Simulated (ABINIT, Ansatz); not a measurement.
# A GW chain in ABINIT: CaC2 (R-3m), part 3 of 3

Wanted: ground state, empty states, screening and self-energy for CaC2 (R-3m).

ABINIT 10.8.3; PBEsol and many-body steps on it, plane waves. Known limits of the many-body steps: not at the basis limit.

So far. Step 4 (Empty states on the mesh, 4×4×4 mesh, 134 bands): On this mesh the gap is 2.585 eV. Step 5 (Screening, 4×4×4 mesh, 126 bands, screening to 176.9 eV): Local fields lower ε∞ by 19 %.

## (6) Self-energy, 4×4×4 mesh, 126 bands, screening to 176.9 eV

The self-energy is evaluated for the states that the input lists, and the levels follow from it, in one-shot runs by the linearised quasiparticle equation.

This step: G0W0 on PBEsol, plane waves, norm-conserving pseudopotentials.

File run.abi:

```
acell 3*1.0 Angstrom
rprim 
  1.944397984288 1.122598699617 3.953874776707
  -1.944397984288 1.122598699617 3.953874776707
  -0.000000000000 -2.245197399304 3.953874776686
ntypat 2
znucl 20 6
natom 3
typat 1 2 2
xred 
  0.000000000000 0.000000000000 0.000000000000
  0.552915000000 0.552915000000 0.552915000000
  0.447085000000 0.447085000000 0.447085000000
pp_dirpath "pseudos"
pseudos "Ca.upf, C.upf"
ecut 37
ngkpt 4 4 4
nshiftk 1
shiftk 0 0 0
kptopt 1
chksymbreak 0
istwfk *1
occopt 1
irdwfk 1
optdriver 4
nband 126
gwcalctyp 0
ecutsigx 37
symsigma 1
nkptgw 3
kptgw 
  0.5000000000 0.5000000000 0.5000000000
  0.5000000000 0.5000000000 0.0000000000
  0.0000000000 0.0000000000 0.0000000000
bdgw 
  7 11
  8 11
  8 11
ecuteps 6.5
irdscr 1
ppmodel 1
indata_prefix "in"
outdata_prefix "out"
tmpdata_prefix "tmp"
```

Started as:

```console
> OMP_NUM_THREADS=1 mpirun -n 4 abinit run.abi > log
```

Numbers of over 12 decimals in the logs are rounded to 6 here.

Output:

```text
.Version 10.8.3 of ABINIT. v10.8.2 released Aug 2026.

 Symmetries : space group R-3 m (#166); Bravais hR (rhombohedral)
[... echo of the input left out ...]
== DATASET  1 ==================================================================
-   mpi_nproc: 4, omp_nthreads: 1 (-1 if OMP is not activated)

--- !DatasetInfo
iteration_state: {dtset: 1, }
dimensions: {natom: 3, nkpt: 13, mband: 126, nsppol: 1, nspinor: 1, nspden: 1, mpw: 3777, }
cutoff_energies: {ecut:  37.0, pawecutdg:  -1.0, }
electrons: {nelect:   1.80000000E+01, charge:   0.00000000E+00, occopt:   1.00000000E+00, tsmear:   1.00000000E-02, }

 SIGMA: Calculation of the GW corrections

 Based on a program developped by R.W. Godby, V. Olevano, G. Onida, and L. Reining.
 Incorporated in ABINIT by V. Olevano, G.-M. Rignanese, and M. Torrent.
.Using double precision arithmetic ; gwpc =  8

[... cell and pseudopotentials left out ...]
--------------------------------------------------------------------------------

 ==== K-mesh for the wavefunctions ====
 Number of points in the irreducible wedge :    13
[... list of points left out ...]
 Together with 12 symmetry operations and time-reversal symmetry
 yields    64 points in the full Brillouin Zone.

 ==== Q-mesh for screening function ====
 Number of points in the irreducible wedge :    13
[... list of points left out ...]
 Together with 12 symmetry operations and time-reversal symmetry
 yields    64 points in the full Brillouin Zone.

 vcoul_init : cutoff-mode = AUXILIARY_FUNCTION
 q-points for optical limit:   1
     1)      0.000010    0.000020    0.000030
 setmesh: FFT mesh size selected  =    48x   48x   48
          total number of points  =       110592

 Number of electrons calculated from density =   18.0000; Expected =   18.0000
 average of density, n =  0.051510
 r_s =    1.6673
 omega_plasma =   21.8928 [eV]

 === KS Band Gaps ===
  >>>> For spin  1
   Minimum direct gap =   3.8903 [eV], located at k-point      :   0.5000  0.5000  0.0000
   Fundamental gap    =   2.5851 [eV], Top of valence bands at :   0.5000  0.5000  0.5000
                                       Bottom of conduction at :   0.5000  0.5000  0.0000
 SIGMA fundamental parameters:
 PLASMON POLE MODEL  1
 number of plane-waves for SigmaX                 3777
 number of plane-waves for SigmaC and W            285
 number of plane-waves for wavefunctions          3777
 number of bands                                   126
 number of independent spin polarizations            1
 number of spinorial components                      1
 number of k-points in IBZ                          13
 number of q-points in IBZ                          13
 number of symmetry operations                      12
 number of k-points in BZ                           64
 number of q-points in BZ                           64
 number of frequencies for dSigma/dE                 9
 frequency step for dSigma/dE [eV]                0.25
 number of omega for Sigma on real axis              0
 max omega for Sigma on real axis  [eV]           0.00
 zcut for avoiding poles [eV]                     0.10

 EPSILON^-1 parameters (SCR file):
 dimension of the eps^-1 matrix on file            285
 dimension of the eps^-1 matrix used               285
 number of plane-waves for wavefunctions          3777
 number of bands                                   126
 number of q-points in IBZ                          13
 number of frequencies                               2
 number of real frequencies                          1
 number of imag frequencies                          1

 matrix elements of self-energy operator (all in [eV])

 Perturbative Calculation

--- !SelfEnergy_ee
iteration_state: {dtset: 1, }
kpoint     : [   0.500,    0.500,    0.500, ]
spin       : 1
KS_gap     :    5.544
QP_gap     :    6.893
Delta_QP_KS:    1.349
data: !SigmaeeData |
     Band     E0 <VxcDFT>   SigX SigC(E0)      Z dSigC/dE  Sig(E)    E-E0       E
        7   1.052 -13.415 -16.390   1.738   0.781  -0.281 -14.381  -0.966   0.086
        8   1.052 -13.415 -16.390   1.738   0.781  -0.281 -14.381  -0.966   0.086
        9   2.560 -14.924 -18.845   2.771   0.774  -0.292 -15.815  -0.891   1.669
       10   8.104  -8.203  -3.942  -3.710   0.832  -0.201  -7.744   0.458   8.563
       11   8.246 -14.001  -6.893  -4.677   0.806  -0.241 -12.042   1.959  10.205

--- !SelfEnergy_ee
iteration_state: {dtset: 1, }
kpoint     : [   0.500,    0.500,    0.000, ]
spin       : 1
KS_gap     :    3.890
QP_gap     :    5.981
Delta_QP_KS:    2.091
data: !SigmaeeData |
     Band     E0 <VxcDFT>   SigX SigC(E0)      Z dSigC/dE  Sig(E)    E-E0       E
        8   1.231 -13.450 -16.535   1.734   0.782  -0.279 -14.506  -1.057   0.174
        9   1.255 -13.860 -17.884   2.835   0.773  -0.293 -14.779  -0.919   0.336
       10   5.145 -11.474  -6.641  -3.392   0.812  -0.231 -10.303   1.172   6.317
       11   6.555 -13.746  -7.688  -3.937   0.801  -0.249 -12.048   1.698   8.253

--- !SelfEnergy_ee
iteration_state: {dtset: 1, }
kpoint     : [   0.000,    0.000,    0.000, ]
spin       : 1
KS_gap     :    3.898
QP_gap     :    6.396
Delta_QP_KS:    2.498
data: !SigmaeeData |
     Band     E0 <VxcDFT>   SigX SigC(E0)      Z dSigC/dE  Sig(E)    E-E0       E
        8   1.731 -13.847 -16.648   1.550   0.782  -0.278 -14.826  -0.979   0.752
        9   1.731 -13.847 -16.648   1.550   0.782  -0.278 -14.826  -0.979   0.752
       10   5.629 -12.960  -7.505  -3.570   0.806  -0.241 -11.441   1.519   7.148
       11   5.629 -12.960  -7.505  -3.570   0.806  -0.241 -11.441   1.519   7.148

== END DATASET(S) ==============================================================
================================================================================

 -outvars: echo values of variables after computation  --------
           etotal      0.0000000000E+00
            nband         126
             nkpt          13
          spgroup         166
 [... the other variables as echoed above ...]

 Calculation completed.
```

It took 55 s on 4 MPI ranks of Arm Neoverse N1, shared host; peak memory 1.9 GiB; 3.6 min of CPU time.

This step gave:

| Property | Result |
| --- | --- |
| G0W0 gap on the points computed | 4.648 eV |
| starting gap on the mesh | 2.585 eV |
| k of the valence top | 0.5, 0.5, 0.5 |
| k of the conduction bottom | 0.5, 0.5, 0 |
| Z at the valence top | 0.774 |
| Z at the conduction bottom | 0.812 |
| least direct G0W0 gap on the computed points | 5.981 eV |

The gap on the mesh goes from 2.59 eV to 4.65 eV, a correction of +2.06 eV.

Limits: finite bands, cutoff and mesh. v1 is the top filled band, c1 the lowest empty one. The levels before and after the correction (eV, zero at the valence-band top of each column):

```csv
,conduction bottom,valence top
Kohn-Sham,2.59,0.00
G0W0,4.65,0.00
```

|  | level | energy (eV) |
| --- | --- | --- |
| Kohn-Sham | (0.5 0.5 0.5) v3-v2 | -1.508 |
| Kohn-Sham | (0.5 0.5 0.5) v1 | 0.000 |
| Kohn-Sham | (0.5 0.5 0.5) c1 | 5.544 |
| Kohn-Sham | (0.5 0.5 0.5) c2 | 5.686 |
| Kohn-Sham | (0.5 0.5 0) v2 | -1.329 |
| Kohn-Sham | (0.5 0.5 0) v1 | -1.305 |
| Kohn-Sham | (0.5 0.5 0) c1 | 2.585 |
| Kohn-Sham | (0.5 0.5 0) c2 | 3.995 |
| G0W0 | (0.5 0.5 0.5) v3-v2 | -1.583 |
| G0W0 | (0.5 0.5 0.5) v1 | 0.000 |
| G0W0 | (0.5 0.5 0.5) c1 | 6.894 |
| G0W0 | (0.5 0.5 0.5) c2 | 8.536 |
| G0W0 | (0.5 0.5 0) v2 | -1.495 |
| G0W0 | (0.5 0.5 0) v1 | -1.333 |
| G0W0 | (0.5 0.5 0) c1 | 4.648 |
| G0W0 | (0.5 0.5 0) c2 | 6.584 |

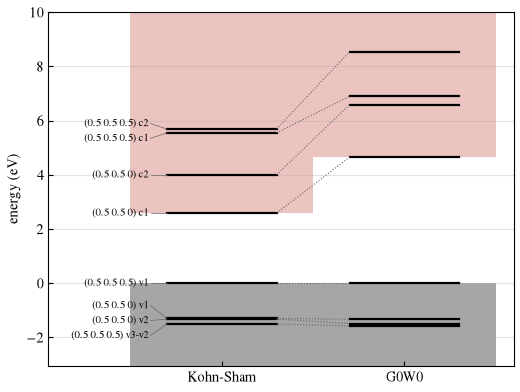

Levels before and after the correction. Shaded: valence and conduction bands.

## (7) Where the time went

Times are wall times on 4 MPI ranks of Arm Neoverse N1, shared host, good to a factor of about two.

| step | time | share | memory (GiB) |
| --- | --- | --- | --- |
| ground state | 28 s | 5 % | 0.35 |
| bands along the symmetry lines | 34 s | 6 % | 0.32 |
| empty states on the mesh | 3.8 min | 43 % | 3.3 |
| screening | 3.2 min | 36 % | 1.9 |
| self-energy | 55 s | 10 % | 1.9 |

## (8) What came out

```yaml
pbesol_gap: 2.59 eV, indirect
g0w0_gap_on_the_mesh: 4.65 eV
gw_settings: 4×4×4 mesh, 126 bands, screening to 176.9 eV, Godby-Needs plasmon pole
known_limits: not at the basis limit
```

In words: G0W0 moves the gap on the mesh from 2.59 eV to 4.65 eV (+2.06 eV), with Z of 0.77 and 0.81 at the edges. Local fields lower the RPA ε∞ on this mesh from 4.71 to 3.80. Only 3 of the mesh's irreducible points were corrected, so a valley elsewhere could overtake. Bands and cutoff are finite, so the gap is not at the basis limit. The miss can reach some tenths of an eV and take either sign; the mesh is an error of its own. In the G0W0 run levels were corrected at 3 k points alone, so a gap called «on the mesh» is the least over those, and an edge elsewhere would be missed.

[Paths, hosts, dates, memory and timing lines, banners, echoed tables and standing remarks are left out of the program output.]

[Logs are printed without paths, hosts, clocks, repeated set-up lines and the standing remarks that a program may print on its own settings, such as how far it seeks lower states.]

[Runs of the session that timed out or met a known fault of the program may be left out.]

[Hosts, paths, dates, database ids (printed as entryN), source tags and the programs' standing remarks are cut or masked in the printed files.]

[G0W0 gaps are taken among the corrected bands and points alone; a level outside them can change the order at an edge.]

[Where Ansatz stands beside ABINIT at settings called matched, ABINIT's density can come from a denser mesh and the files from another edition; pairs whose starting gaps differed by over 0.03 eV were left out, so agreement reads better than it is.]
